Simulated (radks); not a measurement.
# Polarisabilities and dispersion coefficients of Cd, In⁺, Sn²⁺ and others

Aim: static dipole polarisabilities and C6 coefficients, each species in its NIST ground configuration. After each ground state the linear response is solved; its values go to the run's result record, not to the log. Response by self-consistent Sternheimer equations with the Hartree and adiabatic LDA kernel, the relativistic mass of each level held fixed and spin-orbit coupling left out.

Method: scalar-relativistic Kohn-Sham, LDA (Slater exchange, VWN5 correlation), spin-polarised, spherical densities, finite nucleus. Code: radks (a radial shooting solver on a logarithmic mesh, Libxc functionals) version 1.

## (1) What is computed

* species: Cd ([Kr] 4d10 5s2), In⁺ ([Kr] 4d10 5s2), Sn²⁺ ([Kr] 4d10 5s2), Sb³⁺ ([Kr] 4d10 5s2), Te⁴⁺ ([Kr] 4d10 5s2), I⁵⁺ ([Kr] 4d10 5s2), Xe⁶⁺ ([Kr] 4d10 5s2), Cs⁷⁺ ([Kr] 4d10 5s2), Ba⁸⁺ ([Kr] 4d10 5s2)

## (2) Cd, [Kr] 4d10 5s2

Settings of this run:

```text
Z 48
configuration [Kr] 4d10 5s2
relativity scalar-relativistic
functional lda,vwn5
spin polarised
nucleus finite rms 4.6087 fm
c 137.035999084
response adiabatic LDA kernel
```

## (3) In⁺, [Kr] 4d10 5s2

Settings of this run:

```text
Z 49
configuration [Kr] 4d10 5s2
relativity scalar-relativistic
functional lda,vwn5
spin polarised
nucleus finite rms 4.6156 fm
c 137.035999084
response adiabatic LDA kernel
```

## (4) Sn²⁺, [Kr] 4d10 5s2

Settings of this run:

```text
Z 50
configuration [Kr] 4d10 5s2
relativity scalar-relativistic
functional lda,vwn5
spin polarised
nucleus finite rms 4.6519 fm
c 137.035999084
response adiabatic LDA kernel
```

## (5) Sb³⁺, [Kr] 4d10 5s2

Settings of this run:

```text
Z 51
configuration [Kr] 4d10 5s2
relativity scalar-relativistic
functional lda,vwn5
spin polarised
nucleus finite rms 4.6802 fm
c 137.035999084
response adiabatic LDA kernel
```

## (6) Te⁴⁺, [Kr] 4d10 5s2

Settings of this run:

```text
Z 52
configuration [Kr] 4d10 5s2
relativity scalar-relativistic
functional lda,vwn5
spin polarised
nucleus finite rms 4.7423 fm
c 137.035999084
response adiabatic LDA kernel
```

## (7) I⁵⁺, [Kr] 4d10 5s2

Settings of this run:

```text
Z 53
configuration [Kr] 4d10 5s2
relativity scalar-relativistic
functional lda,vwn5
spin polarised
nucleus finite rms 4.75 fm
c 137.035999084
response adiabatic LDA kernel
```

## (8) Xe⁶⁺, [Kr] 4d10 5s2

Settings of this run:

```text
Z 54
configuration [Kr] 4d10 5s2
relativity scalar-relativistic
functional lda,vwn5
spin polarised
nucleus finite rms 4.7859 fm
c 137.035999084
response adiabatic LDA kernel
```

## (9) Cs⁷⁺, [Kr] 4d10 5s2

Settings of this run:

```text
Z 55
configuration [Kr] 4d10 5s2
relativity scalar-relativistic
functional lda,vwn5
spin polarised
nucleus finite rms 4.8041 fm
c 137.035999084
response adiabatic LDA kernel
```

## (10) Ba⁸⁺, [Kr] 4d10 5s2

Settings of this run:

```text
Z 56
configuration [Kr] 4d10 5s2
relativity scalar-relativistic
functional lda,vwn5
spin polarised
nucleus finite rms 4.8378 fm
c 137.035999084
response adiabatic LDA kernel
```

What does the calculation give? Wanted: for each run, species; −ε(HOMO); α; α uncoupled; C6; C8; recommended α.

The runs gave:

```csv
species,−ε(HOMO) (eV),α (bohr³),α uncoupled (bohr³),C6 (hartree bohr⁶),C8 (hartree bohr⁸),recommended α (bohr³)
Cd,5.955,44.66,84.75,395.5,19522,46
In⁺,15.303,22.76,43.77,155.4,4654,-
Sn²⁺,26.532,14.37,27.31,80.62,1744,-
Sb³⁺,39.397,10.01,18.74,47.79,807.8,-
Te⁴⁺,53.775,7.400,13.64,30.70,424.8,-
I⁵⁺,69.587,5.690,10.34,20.85,243.1,-
Xe⁶⁺,86.783,4.502,8.081,14.74,148.0,-
Cs⁷⁺,105.33,3.640,6.459,10.75,94.42,-
Ba⁸⁺,125.20,2.995,5.258,8.039,62.51,-
```

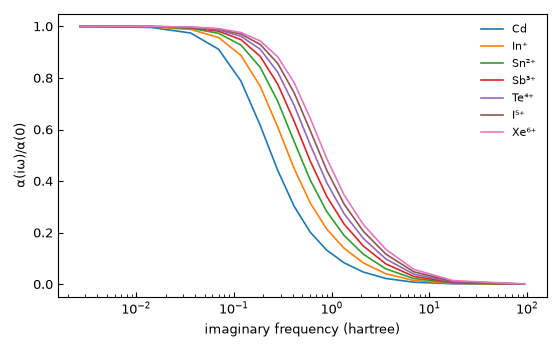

Polarisability at imaginary frequency, each scaled by its static value.

**Reading.** Uncoupled leaves out the potential induced by the response; C6 and C8 are for like pairs. Cd is the most polarisable and Ba⁸⁺ the least, a factor 14.9 apart. For the pair Cd–Ba⁸⁺ the Casimir-Polder integral gives C6 = 47.03, the rule 2·Ca·Cb/(Ca·αb/αa + Cb·αa/αb) on the like-pair values 43.44. Against the recommended values (Schwerdtfeger and Nagle, 2023 table) the misses are Cd -3 %. C8 is given only where no p, d or f shell is open. For heavy and open-shell atoms this level can miss by tens of per cent.
